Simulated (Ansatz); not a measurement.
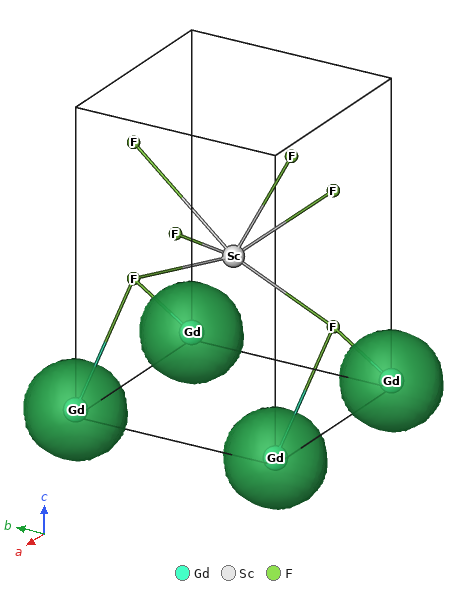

Figure 1: GdScF₃. Isosurfaces of the spin density at +0.3 (green) and −0.3 e/Å³ (red), seen at an oblique angle. Sticks mark near contacts.

Space group Pmm2; a generated structure, not necessarily the stable one; spin-polarised.

The calculation used DFT PBE, scalar-relativistic, plane waves, PAW in Ansatz.

In a PAW calculation such maps are meaningful between the atoms, not at the nuclei.

```
CELL_PARAMETERS angstrom
3.71908 0.00000 0.00000
0.00000 3.85582 0.00000
0.00000 0.00000 5.58930
ATOMIC_POSITIONS crystal
Gd 0.00000 0.00000 0.02346
Sc 0.50000 0.50000 0.47221
F 0.50000 0.00000 0.32211
F 0.50000 0.00000 0.76211
F 0.00000 0.50000 0.67011
```

> Which atoms carry the moments, and with what signs?

The spin density sits on Gd: +6.6 μB in one cell of 5 atoms, with smaller moments on other sites: Sc (up to −0.08 μB): parallel moments, as they must be, since the calculation's own cell holds one magnetic site. The cell of the calculation (5 atoms) carries 6.6 μB of net spin moment. Only one sign reaches the isovalue.
